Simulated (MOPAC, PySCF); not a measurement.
Breaking a bond: NaI, singlet.

- AM1, restricted, heats of formation (MOPAC)
- PM6, restricted, heats of formation (MOPAC)
- RKS-PBE0 = restricted PBE0/def2-SVP, def2 effective core potentials past Kr (PySCF 2.14.0)
- RKS-BHandHLYP = restricted BHandHLYP/def2-SVP, def2 effective core potentials past Kr (PySCF)
- RCCSD(T) = CCSD(T) on RHF/def2-SVP, 5 core orbitals frozen, def2 effective core potentials past Kr in PySCF 2.14.0

Energies are in kJ/mol, each relative to the lowest point of its own curve near equilibrium.

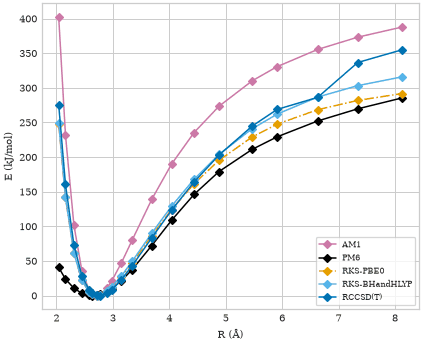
Figure. Energy against bond length for each method.

```csv
R / Å,AM1,PM6,RKS-PBE0,RKS-BHandHLYP,RCCSD(T)
2.04,402.1,40.6,248.1,249.2,275.3
2.16,231.8,23.8,141.6,141.7,160.6
2.31,101.4,10.5,61.8,61.3,73.1
2.45,36.1,3.3,22.4,21.8,28.6
2.58,7.7,0.3,5.2,4.8,8.0
2.63,2.8,0.0,2.0,1.8,3.8
2.71,0.0,0.5,0.0,0.0,0.4
2.78,1.8,1.8,0.7,0.9,0.0
2.89,10.3,5.6,5.3,5.9,3.3
2.98,21.1,10.1,11.4,12.3,8.5
3.15,47.0,21.3,26.6,28.2,22.8
3.34,79.7,37.3,46.9,49.2,42.8
3.69,139.0,72.2,86.6,90.2,83.4
4.04,189.7,108.6,124.2,129.0,123.2
4.44,235.4,146.1,161.6,168.0,164.1
4.88,273.3,179.0,195.2,203.8,202.8
5.47,310.1,211.1,229.0,241.0,244.7
5.91,330.5,229.2,247.4,261.9,268.8
6.63,355.4,252.1,268.4,286.7,286.2
7.34,373.1,269.6,281.8,303.1,336.5
8.13,387.8,285.5,291.7,315.8,355.0
```

At the longest distance, 8.13 Å, AM1 lies highest above its minimum (387.8 kJ/mol) and PM6 lowest (285.5 kJ/mol).

The restricted form behind AM1, PM6, RKS-PBE0, RKS-BHandHLYP keeps the bonding electrons paired and can't separate into open-shell fragments. At the longest distance RKS-PBE0, RKS-BHandHLYP leaves fractional charges on the fragments, a sign of delocalisation error or of the restricted form. The T1 diagnostic of CCSD on the restricted reference of RCCSD(T) exceeds 0.045 at 6.63 to 8.13 Å.
